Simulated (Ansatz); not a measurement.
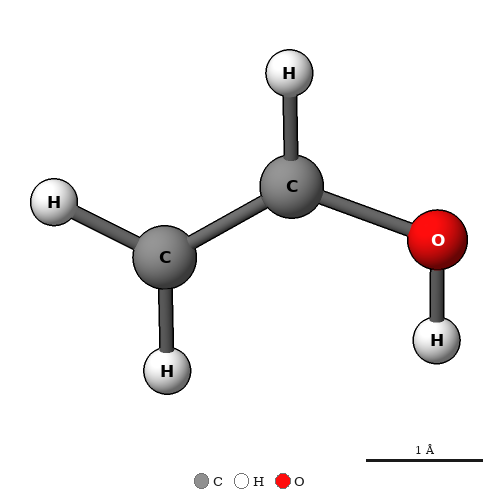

A ball-and-stick model of a molecule. Every bond is drawn as one stick, whatever its order.

The computed structure is the end point of a PBE0-D4/def2-TZVP optimisation.

Question: Which formula does it have?

Answer: C2H4O, 7 atoms: 2 carbon, 4 hydrogen and 1 oxygen.

Question: How many atoms are distinct by symmetry?

Answer: 7: 1 C, 1 C, 1 H, 1 O, 1 H, 1 H, 1 H.

Question: Which point group does it belong to?

Answer: Cs.

Question: How many bonds of each kind are drawn?

Answer: 3 C–H, 1 C–C, 1 O–H, 1 C–O. Sticks follow a distance rule.

The parts below concern this one geometry. Atoms keep their numbers from picture to picture.

## Vibrations

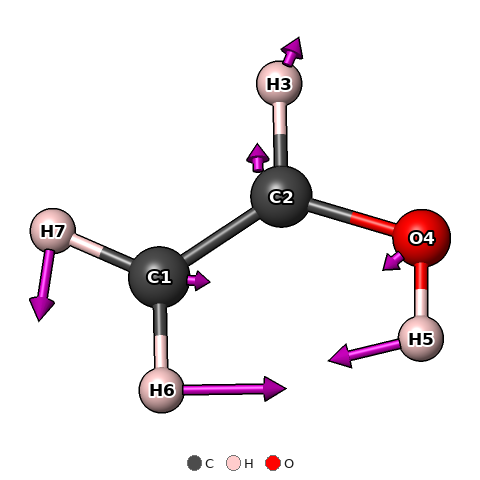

The arrows show one normal mode. Harmonic vibrations computed with RKS PBE0-D4/def2-TZVP (Ansatz 0.2.0) at a stationary point of the same level.

Question: At what wavenumber does it lie?

Answer: 491 cm⁻¹; it is mode 2 of 15 counted from the lowest.

## Dipole moment

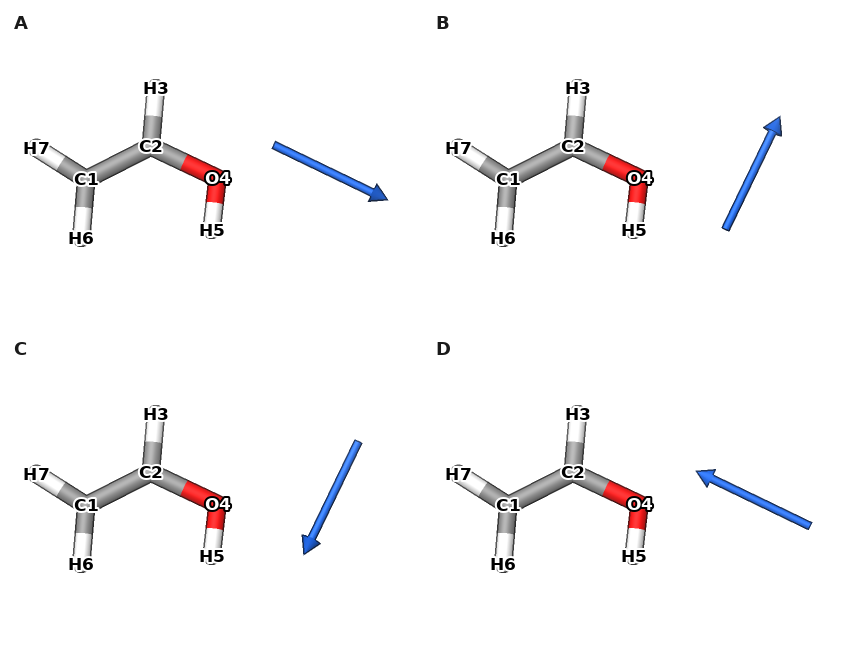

The same molecule four times, each with an arrow. Properties computed with RKS PBE0-D4/def2-TZVP (Ansatz 0.2.0).

Question: Which arrow points along the dipole moment, from the negative to the positive end?

Answer: C. The dipole moment is 0.96 D; it points from the side of H3 to the side of H6 (the outermost atoms at the two ends).

## Charges

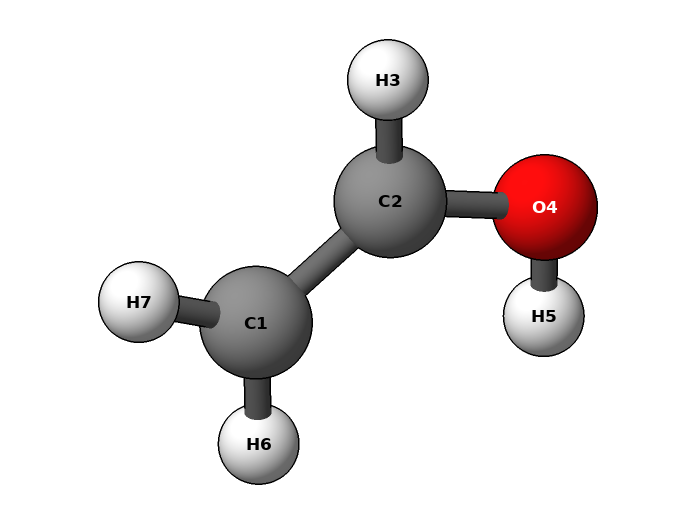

The questions are on Mulliken charges. Properties computed with RKS PBE0-D4/def2-TZVP (Ansatz 0.2.0).

Question: Which atom carries the highest charge (most positive or least negative)?

Answer: H5 (0.32 e).

Question: And the lowest?

Answer: O4 (−0.39 e).

List the Mulliken charges.

```tsv
atom	value (e)
C1	−0.35
C2	0.05
H3	0.13
O4	−0.39
H5	0.32
H6	0.12
H7	0.13
```

Mulliken values depend strongly on the basis set and can even reverse the polarity of a bond.
